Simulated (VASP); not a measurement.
# Mn3O4 (Hausmannite) with PBEsol + U: from relaxation to properties, part 4 of 6

How well does PBEsol + U reproduce what experiment finds for Mn3O4 (Hausmannite)? The cell is relaxed first, and properties follow on it. The start is a cell from a database of measured crystal structures.

VASP 6.6.1; PBEsol, DFT+U (Mn d 4 eV), spin-polarised from a ferromagnetic start; plane waves and PAW (Mn_pv, O).

Still holding for the runs below: The magnetic state follows from one typed start and may not be the lowest.

So far, gap on the k-mesh (eV): step 2 (full relaxation (PBEsol + U)) 0.661. The relaxed cell has a = 5.826, c = 9.414 Å (conventional setting).

**4. Single point with fields (PBEsol + U)**

The relaxed cell gets a fresh self-consistent run, on a basis set for its own volume, to fix the density and to check the remaining stress.

INCAR

```
SYSTEM = Mn3O4
PREC = Accurate
ENCUT = 520
EDIFF = 1E-06
NELM = 100
ISMEAR = 0
SIGMA = 0.05
LREAL = .FALSE.
ALGO = Normal
GGA = PS
NBANDS = 99
ISPIN = 2
MAGMOM = 4 4 4 4 4 4 0 0 0 0 0 0 0 0
LDAU = .TRUE.
LDAUTYPE = 2
LDAUL = 2 -1
LDAUU = 4 0
LDAUJ = 0 0
LDAUPRINT = 1
LASPH = .TRUE.
LMAXMIX = 4
LORBIT = 11
LWAVE = .FALSE.
LCHARG = .TRUE.
ISIF = 2
LELF = .TRUE.
LVHAR = .TRUE.
```

POSCAR

```
Mn3O4
1.0
   -2.9131705325      2.9131705325      4.7069002559
    2.9131705325     -2.9131705325      4.7069002559
    2.9131705325      2.9131705325     -4.7069002559
Mn O
6 8
Direct
    0.0000000000      0.0000000000      0.0000000000
    0.7500000000      0.2500000000      0.5000000000
    0.8750000000      0.6250000000      0.2500000000
    0.3750000000      0.6250000000      0.2500000000
    0.3750000000      0.6250000000      0.7500000000
    0.3750000000      0.1250000000      0.7500000000
    0.6067320999      0.3836921715      0.2230399284
    0.1336921715      0.4106522430      0.2769600716
    0.1606522430      0.3836921715      0.7769600716
    0.1336921715      0.8567320999      0.7230399284
    0.1432679001      0.8663078285      0.2769600716
    0.6163078285      0.3932679001      0.7769600716
    0.5893477570      0.8663078285      0.7230399284
    0.6163078285      0.8393477570      0.2230399284
```

KPOINTS

```
Automatic mesh
0
Gamma
7 7 7
0 0 0
```

PAW data sets: Mn_pv and O (PBE family, release 64).

Launch:

```
> mpirun -np 8 vasp_std
```

Log:

```text
[banner, memory and clock lines left out]
running    8 mpi-ranks, on    1 nodes
 distrk:  each k-point on    8 cores,    1 groups
 distr:  one band on    1 cores,    8 groups

 POSCAR found type information on POSCAR MnO
 POSCAR found :  2 types and      14 ions
 [... a notice as in an earlier step ...]

 [... a notice as in an earlier step ...]

 LDA part: xc-table for (Slater+PW92), standard interpolation
|                                                                             |
|           W    W    AA    RRRRR   N    N  II  N    N   GGGG   !!!           |
|           W    W   A  A   R    R  NN   N  II  NN   N  G    G  !!!           |
|           W    W  A    A  R    R  N N  N  II  N N  N  G       !!!           |
|           W WW W  AAAAAA  RRRRR   N  N N  II  N  N N  G  GGG   !            |
|           WW  WW  A    A  R   R   N   NN  II  N   NN  G    G                |
|           W    W  A    A  R    R  N    N  II  N    N   GGGG   !!!           |
|                                                                             |
|     The number of bands has been changed from the values supplied in        |
|     The orbitals not found in the WAVECAR file will be initialized with     |
|     random numbers, which is usually adequate. For correlated               |
|     calculations, however, you should redo the groundstate calculation.     |
|     I found NBANDS = 99. Now, NBANDS = 104.                                 |
|                                                                             |

 POSCAR, INCAR and KPOINTS ok, starting setup
 FFT: planning ... GRIDC
 FFT: planning ... GRID_SOFT
 FFT: planning ... GRID
 WAVECAR not read
 entering main loop
       N       E                     dE             d eps       ncg     rms          rms(c)
DAV:   1     0.176979911427E+04    0.17698E+04   -0.63847E+04 16976   0.147E+03
DAV:   2     0.971019762662E+02   -0.16727E+04   -0.15115E+04 16640   0.455E+02
DAV:   3    -0.118125384874E+03   -0.21523E+03   -0.20528E+03 17864   0.175E+02
DAV:   4    -0.125760545353E+03   -0.76352E+01   -0.75698E+01 18488   0.340E+01
DAV:   5    -0.125823025444E+03   -0.62480E-01   -0.62468E-01 17816   0.333E+00    0.485E+01
DAV:   6    -0.110035508613E+03    0.15788E+02   -0.75896E+01 20680   0.596E+01    0.430E+01
DAV:   7    -0.111735570619E+03   -0.17001E+01   -0.15735E+01 17592   0.285E+01    0.262E+01
DAV:   8    -0.111847520459E+03   -0.11195E+00   -0.23324E+00 18328   0.638E+00    0.161E+01
DAV:   9    -0.111743953219E+03    0.10357E+00   -0.28358E-01 17832   0.459E+00    0.326E+00
DAV:  10    -0.111751489289E+03   -0.75361E-02   -0.17094E-01 18616   0.371E+00    0.115E+00
DAV:  11    -0.111753537038E+03   -0.20477E-02   -0.12939E-02 17976   0.490E-01    0.499E-01
DAV:  12    -0.111753816044E+03   -0.27901E-03   -0.13462E-03 18376   0.214E-01    0.292E-01
DAV:  13    -0.111754082763E+03   -0.26672E-03   -0.43285E-04 17680   0.132E-01    0.916E-02
DAV:  14    -0.111754133334E+03   -0.50572E-04   -0.92946E-05 17680   0.526E-02    0.303E-02
DAV:  15    -0.111754140884E+03   -0.75500E-05   -0.12800E-05 16704   0.209E-02    0.119E-02
DAV:  16    -0.111754141538E+03   -0.65345E-06   -0.16032E-06 14368   0.967E-03
   1 F= -.11175414E+03 E0= -.11175414E+03  d E =-.119594E-15  mag=    26.0000
```

The job ended after 6 min (8 MPI ranks of Intel Xeon Platinum 8375C at 2.90GHz (Ice Lake), shared host; peak memory 2.1 GiB; 47 min of CPU time).

OUTCAR, selected parts (step 4):

```text
 Found     40 irreducible k-points:

   k-points           NKPTS =     40   k-points in BZ     NKDIM =     40   number of bands    NBANDS=    104

   NELECT =     126.0000    total number of electrons

atom =   1  type =  1  l = 2

 onsite density matrix

spin component  1

  0.9371 -0.0000  0.0000 -0.0000  0.0000
 -0.0000  0.9365 -0.0000  0.0000  0.0000
  0.0000 -0.0000  0.9436  0.0000 -0.0000
 -0.0000  0.0000  0.0000  0.9365 -0.0000
  0.0000  0.0000 -0.0000 -0.0000  0.9537

spin component  2

  0.0194  0.0000  0.0000  0.0000  0.0000
  0.0000  0.0651  0.0000  0.0000 -0.0000
  0.0000  0.0000  0.0235  0.0000  0.0000
  0.0000  0.0000  0.0000  0.0651  0.0000
  0.0000 -0.0000  0.0000  0.0000  0.0567

 occupancies and eigenvectors

  o =  0.0194  v =  0.0000  0.0000  0.0000  0.0000  0.0000  1.0000  0.0000  0.0000  0.0000  0.0000      0.0000  0.0000  0.0000  0.0000  0.0000  0.0000  0.0000  0.0000  0.0000  0.0000
  o =  0.0235  v =  0.0000  0.0000  0.0000  0.0000  0.0000  0.0000 -0.0000  1.0000 -0.0000 -0.0000      0.0000  0.0000  0.0000  0.0000  0.0000  0.0000  0.0000  0.0000  0.0000  0.0000
  o =  0.0567  v =  0.0000  0.0000  0.0000  0.0000  0.0000  0.0000 -0.0000 -0.0000  0.0000 -1.0000      0.0000  0.0000  0.0000  0.0000  0.0000  0.0000  0.0000  0.0000  0.0000  0.0000
  o =  0.0651  v =  0.0000  0.0000  0.0000  0.0000  0.0000  0.0000 -0.0145 -0.0000  0.9999  0.0000      0.0000  0.0000  0.0000  0.0000  0.0000  0.0000  0.0000  0.0000  0.0000  0.0000
  o =  0.0651  v =  0.0000  0.0000  0.0000  0.0000  0.0000  0.0000  0.9999  0.0000  0.0145 -0.0000      0.0000  0.0000  0.0000  0.0000  0.0000  0.0000  0.0000  0.0000  0.0000  0.0000
  o =  0.9365  v =  0.0000 -0.9923 -0.0000  0.1235  0.0000  0.0000  0.0000  0.0000  0.0000  0.0000      0.0000  0.0000  0.0000  0.0000  0.0000  0.0000  0.0000  0.0000  0.0000  0.0000
  o =  0.9365  v =  0.0000 -0.1235 -0.0000 -0.9923 -0.0000  0.0000  0.0000  0.0000  0.0000  0.0000      0.0000  0.0000  0.0000  0.0000  0.0000  0.0000  0.0000  0.0000  0.0000  0.0000
  o =  0.9371  v =  1.0000  0.0000  0.0000  0.0000  0.0000  0.0000  0.0000  0.0000  0.0000  0.0000      0.0000  0.0000  0.0000  0.0000  0.0000  0.0000  0.0000  0.0000  0.0000  0.0000
  o =  0.9436  v =  0.0000 -0.0000  1.0000  0.0000  0.0000  0.0000  0.0000  0.0000  0.0000  0.0000      0.0000  0.0000  0.0000  0.0000  0.0000  0.0000  0.0000  0.0000  0.0000  0.0000
  o =  0.9537  v =  0.0000 -0.0000  0.0000  0.0000 -1.0000  0.0000  0.0000  0.0000  0.0000  0.0000      0.0000  0.0000  0.0000  0.0000  0.0000  0.0000  0.0000  0.0000  0.0000  0.0000

atom =   2  type =  1  l = 2

 onsite density matrix

spin component  1

  0.9371 -0.0000  0.0000 -0.0000  0.0000
 -0.0000  0.9365 -0.0000  0.0000 -0.0000
  0.0000 -0.0000  0.9436 -0.0000 -0.0000
 -0.0000  0.0000 -0.0000  0.9365 -0.0000
  0.0000 -0.0000 -0.0000 -0.0000  0.9537

spin component  2

  0.0194  0.0000  0.0000  0.0000  0.0000
  0.0000  0.0651  0.0000  0.0000  0.0000
  0.0000  0.0000  0.0235  0.0000  0.0000
  0.0000  0.0000  0.0000  0.0651  0.0000
  0.0000  0.0000  0.0000  0.0000  0.0567

 occupancies and eigenvectors

  o =  0.0194  v =  0.0000  0.0000  0.0000  0.0000  0.0000  1.0000  0.0000  0.0000  0.0000  0.0000      0.0000  0.0000  0.0000  0.0000  0.0000  0.0000  0.0000  0.0000  0.0000  0.0000
  o =  0.0235  v =  0.0000  0.0000  0.0000  0.0000  0.0000  0.0000  0.0000  1.0000  0.0000 -0.0000      0.0000  0.0000  0.0000  0.0000  0.0000  0.0000  0.0000  0.0000  0.0000  0.0000
  o =  0.0567  v =  0.0000  0.0000  0.0000  0.0000  0.0000  0.0000  0.0000 -0.0000  0.0000 -1.0000      0.0000  0.0000  0.0000  0.0000  0.0000  0.0000  0.0000  0.0000  0.0000  0.0000
  o =  0.0651  v =  0.0000  0.0000  0.0000  0.0000  0.0000  0.0000  0.9906 -0.0000 -0.1367  0.0000      0.0000  0.0000  0.0000  0.0000  0.0000  0.0000  0.0000  0.0000  0.0000  0.0000
  o =  0.0651  v =  0.0000  0.0000  0.0000  0.0000  0.0000  0.0000  0.1367 -0.0000  0.9906  0.0000      0.0000  0.0000  0.0000  0.0000  0.0000  0.0000  0.0000  0.0000  0.0000  0.0000
  o =  0.9365  v =  0.0000 -0.6477 -0.0000  0.7619 -0.0000  0.0000  0.0000  0.0000  0.0000  0.0000      0.0000  0.0000  0.0000  0.0000  0.0000  0.0000  0.0000  0.0000  0.0000  0.0000
  o =  0.9365  v =  0.0000 -0.7619  0.0000 -0.6477 -0.0000  0.0000  0.0000  0.0000  0.0000  0.0000      0.0000  0.0000  0.0000  0.0000  0.0000  0.0000  0.0000  0.0000  0.0000  0.0000
  o =  0.9371  v =  1.0000  0.0000  0.0000  0.0000  0.0000  0.0000  0.0000  0.0000  0.0000  0.0000      0.0000  0.0000  0.0000  0.0000  0.0000  0.0000  0.0000  0.0000  0.0000  0.0000
  o =  0.9436  v =  0.0000 -0.0000 -1.0000 -0.0000  0.0000  0.0000  0.0000  0.0000  0.0000  0.0000      0.0000  0.0000  0.0000  0.0000  0.0000  0.0000  0.0000  0.0000  0.0000  0.0000
  o =  0.9537  v =  0.0000  0.0000 -0.0000  0.0000 -1.0000  0.0000  0.0000  0.0000  0.0000  0.0000      0.0000  0.0000  0.0000  0.0000  0.0000  0.0000  0.0000  0.0000  0.0000  0.0000

atom =   3  type =  1  l = 2

 onsite density matrix

spin component  1

  0.5182  0.0000  0.0000 -0.0141  0.0000
  0.0000  0.9547  0.0019 -0.0000  0.0006
  0.0000  0.0019  0.9797  0.0000  0.0018
 -0.0141 -0.0000  0.0000  0.9526 -0.0000
  0.0000  0.0006  0.0018 -0.0000  0.9637

spin component  2

  0.2435  0.0000  0.0000  0.0085 -0.0000
  0.0000  0.0424  0.0021  0.0000  0.0010
  0.0000  0.0021  0.1159 -0.0000  0.0089
[...]
o =  0.9801  v = -0.0000  0.0783 -0.9904 -0.0000 -0.1139  0.0000  0.0000  0.0000  0.0000  0.0000      0.0000  0.0000  0.0000  0.0000  0.0000  0.0000  0.0000  0.0000  0.0000  0.0000

atom =   6  type =  1  l = 2

 onsite density matrix

spin component  1

  0.5182 -0.0141 -0.0000  0.0000 -0.0000
 -0.0141  0.9526  0.0000 -0.0000  0.0000
 -0.0000  0.0000  0.9797  0.0019 -0.0018
  0.0000 -0.0000  0.0019  0.9547 -0.0006
 -0.0000  0.0000 -0.0018 -0.0006  0.9637

spin component  2

  0.2435  0.0085  0.0000 -0.0000  0.0000
  0.0085  0.0374 -0.0000 -0.0000 -0.0000
  0.0000 -0.0000  0.1159  0.0021 -0.0089
 -0.0000 -0.0000  0.0021  0.0424 -0.0010
  0.0000 -0.0000 -0.0089 -0.0010  0.0554

 occupancies and eigenvectors

  o =  0.0370  v =  0.0000  0.0000  0.0000  0.0000  0.0000 -0.0412  0.9992  0.0000 -0.0000  0.0000      0.0000  0.0000  0.0000  0.0000  0.0000  0.0000  0.0000  0.0000  0.0000  0.0000
  o =  0.0423  v =  0.0000  0.0000  0.0000  0.0000  0.0000  0.0000  0.0000 -0.0214  0.9980  0.0603      0.0000  0.0000  0.0000  0.0000  0.0000  0.0000  0.0000  0.0000  0.0000  0.0000
  o =  0.0542  v =  0.0000  0.0000  0.0000  0.0000  0.0000  0.0000  0.0000 -0.1440  0.0566 -0.9880      0.0000  0.0000  0.0000  0.0000  0.0000  0.0000  0.0000  0.0000  0.0000  0.0000
  o =  0.1172  v =  0.0000  0.0000  0.0000  0.0000  0.0000  0.0000 -0.0000  0.9893  0.0298 -0.1425      0.0000  0.0000  0.0000  0.0000  0.0000  0.0000  0.0000  0.0000  0.0000  0.0000
  o =  0.2438  v =  0.0000  0.0000  0.0000  0.0000  0.0000 -0.9992 -0.0412 -0.0000  0.0000 -0.0000      0.0000  0.0000  0.0000  0.0000  0.0000  0.0000  0.0000  0.0000  0.0000  0.0000
  o =  0.5178  v = -0.9995 -0.0324 -0.0000  0.0000 -0.0000  0.0000  0.0000  0.0000  0.0000  0.0000      0.0000  0.0000  0.0000  0.0000  0.0000  0.0000  0.0000  0.0000  0.0000  0.0000
  o =  0.9531  v =  0.0324 -0.9995 -0.0000  0.0000 -0.0000  0.0000  0.0000  0.0000  0.0000  0.0000      0.0000  0.0000  0.0000  0.0000  0.0000  0.0000  0.0000  0.0000  0.0000  0.0000
  o =  0.9546  v =  0.0000  0.0000 -0.0732  0.9962  0.0477  0.0000  0.0000  0.0000  0.0000  0.0000      0.0000  0.0000  0.0000  0.0000  0.0000  0.0000  0.0000  0.0000  0.0000  0.0000
  o =  0.9635  v =  0.0000  0.0000 -0.1172  0.0389 -0.9923  0.0000  0.0000  0.0000  0.0000  0.0000      0.0000  0.0000  0.0000  0.0000  0.0000  0.0000  0.0000  0.0000  0.0000  0.0000
  o =  0.9801  v =  0.0000 -0.0000  0.9904  0.0783 -0.1139  0.0000  0.0000  0.0000  0.0000  0.0000      0.0000  0.0000  0.0000  0.0000  0.0000  0.0000  0.0000  0.0000  0.0000  0.0000

 E-fermi :   5.3393

 spin component 1
 k-point     1 :       0.0000    0.0000    0.0000
  band No.  band energies     occupation
    ...
     72       4.3142      1.00000
     73       4.8248      1.00000
     74       4.8248      1.00000
     75       4.8484      1.00000
     76       5.0816      1.00000
     77       6.5689      0.00000
     78       6.5689      0.00000
     79       6.7867      0.00000
     80       6.9319      0.00000
     81       7.3673      0.00000
    ...

 k-point     4 :       0.4286    0.0000    0.0000
  band No.  band energies     occupation
    ...
     72       3.9432      1.00000
     73       4.2811      1.00000
     74       4.4205      1.00000
     75       4.5312      1.00000
     76       5.0000      1.00000
     77       6.1200      0.00000
     78       6.3035      0.00000
     79       6.3062      0.00000
     80       6.8183      0.00000
     81       9.2227      0.00000
    ...

 k-point     6 :       0.2857    0.1429   -0.0000
  band No.  band energies     occupation
    ...
     72       4.0341      1.00000
     73       4.3557      1.00000
     74       4.4452      1.00000
     75       4.6547      1.00000
     76       4.9478      1.00000
     77       6.1799      0.00000
     78       6.3523      0.00000
     79       6.4256      0.00000
     80       6.6705      0.00000
     81       8.8536      0.00000
    ...

 spin component 2
 k-point     1 :       0.0000    0.0000    0.0000
  band No.  band energies     occupation
    ...
     46       2.4639      1.00000
     47       2.4639      1.00000
     48       2.7191      1.00000
     49       2.7191      1.00000
     50       2.9234      1.00000
     51       6.9247      0.00000
     52       7.1996      0.00000
     53       7.6224      0.00000
     54       8.0090      0.00000
     55       8.0488      0.00000
    ...

  Total        0.0324465      0.0324465     -0.0144315      0.0000000      0.0000000      0.0000000
  in kB        0.3253507      0.3253507     -0.1447085      0.0000000      0.0000000      0.0000000
  external PRESSURE =       0.1686643 kB  Pullay stress =       0.0000000 kB

 POSITION                                       TOTAL-FORCE (eV/Angst)
 -----------------------------------------------------------------------------------
      0.00000      0.00000      0.00000        -0.000000      0.000000      0.000000
      0.00000      2.91317      2.35345        -0.000000      0.000000      0.000000
      0.00000      1.45659      5.88363        -0.000000      0.000000      0.000000
      1.45659     -0.00000      3.53018        -0.000000      0.000000      0.000000
      2.91317      1.45659      1.17673        -0.000000      0.000000      0.000000
      1.45659      2.91317     -1.17673        -0.000000      0.000000      0.000000
      0.00000      1.29951      3.61200        -0.000000      0.003364     -0.006654
      1.61366      0.00000      1.25855        -0.003364      0.000000     -0.006654
      2.91317      1.61366     -1.09490        -0.000000     -0.003364     -0.006654
      4.21268      0.00000      1.25855         0.003364      0.000000     -0.006654
      2.91317     -1.29951      3.44835        -0.000000     -0.003364      0.006654
      1.61366      2.91317      1.09490        -0.003364      0.000000      0.006654
      2.91317      1.29951      3.44835        -0.000000      0.003364      0.006654
      1.29951     -0.00000      5.80180         0.003364      0.000000      0.006654
 -----------------------------------------------------------------------------------
    total drift:                                0.000000     -0.000000      0.000000

  FREE ENERGIE OF THE ION-ELECTRON SYSTEM (eV)
  ---------------------------------------------------
  free  energy   TOTEN  =      -111.7541415377 eV

  energy  without entropy=     -111.7541415377  energy(sigma->0) =     -111.75414154

[... 15 parts as in an earlier step ...]

[... 4 further parts left out ...]
```

With spin, VASP writes an ELF for each channel.

Numbers from this step:

| Property | Result |
| --- | --- |
| SCF cycles | 16 |
| bands | 104 |
| Fermi energy | 5.339 eV |
| pressure | 0.01687 GPa |

Valence electrons inside each PAW sphere by angular momentum. Sphere charges, by row:

```csv
atom,s (e),p (e),d (e),tot (e)
Mn1,0.235,6.224,4.916,11.38
Mn2,0.235,6.224,4.916,11.38
Mn3,0.298,6.332,4.838,11.47
Mn4,0.298,6.332,4.838,11.47
Mn5,0.298,6.332,4.838,11.47
Mn6,0.298,6.332,4.838,11.47
O7,1.554,3.461,0,5.015
O8,1.554,3.461,0,5.015
O9,1.554,3.461,0,5.015
O10,1.554,3.461,0,5.015
O11,1.554,3.461,0,5.015
O12,1.554,3.461,0,5.015
O13,1.554,3.461,0,5.015
O14,1.554,3.461,0,5.015
```

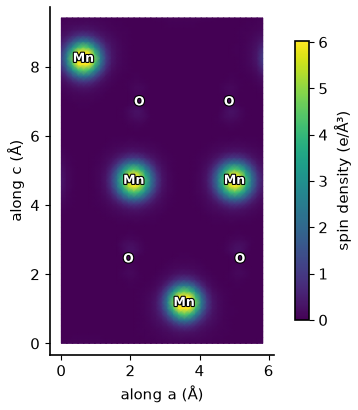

Spin density in the ac plane of the conventional cell at fractional y = 0.000, with atoms of Mn and O within 0.2 Å of it. The map starts off the cell's origin, so that atoms lie inside it.

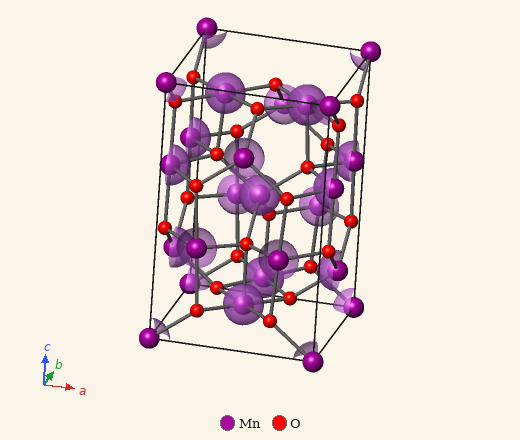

Surface of spin density = 0.73 e/Å³, which holds about 70 % of the integral of its size.

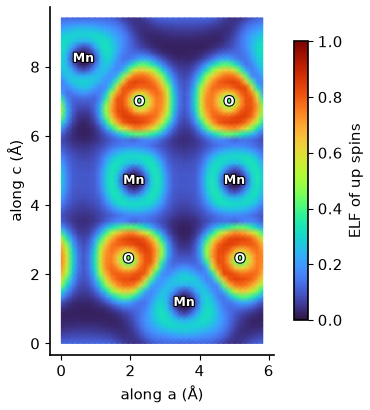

ELF of up spins in the ac plane of the conventional cell at fractional y = 0.000, with atoms of Mn and O within 0.2 Å of it. It is the smooth field of the valence electrons, not physical close to the nuclei. The map starts off the cell's origin, so that atoms lie inside it.

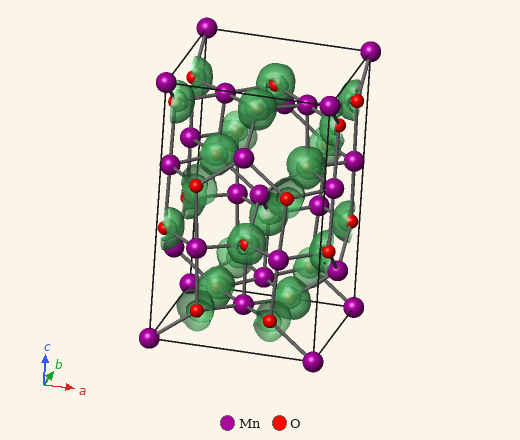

Surface of ELF of up spins = 0.77.

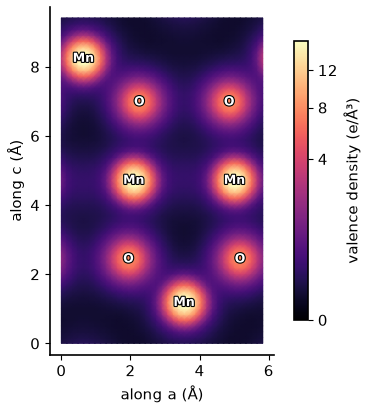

Valence density in the ac plane of the conventional cell at fractional y = 0.000, with atoms of Mn and O within 0.2 Å of it. It is the smooth field of the valence electrons, not physical close to the nuclei. The map starts off the cell's origin, so that atoms lie inside it. The colour scale is stretched toward low values.

In this run the pressure is 0.02 GPa, small enough to go on.

[end of part 4 of 6]

[Lines on the potential files, build, host, timing and source positions are cut from VASP's logs without a mark.]

[Logs are printed without paths, hosts, clocks, repeated set-up lines and the standing remarks that a program may print on its own settings, such as how far it seeks lower states.]

[Hosts, paths, dates, database ids (printed as entryN), source tags and the programs' standing remarks are cut or masked in the printed files.]

[A measured line is paired with the nearest computed mode of its activity, which favours agreement.]
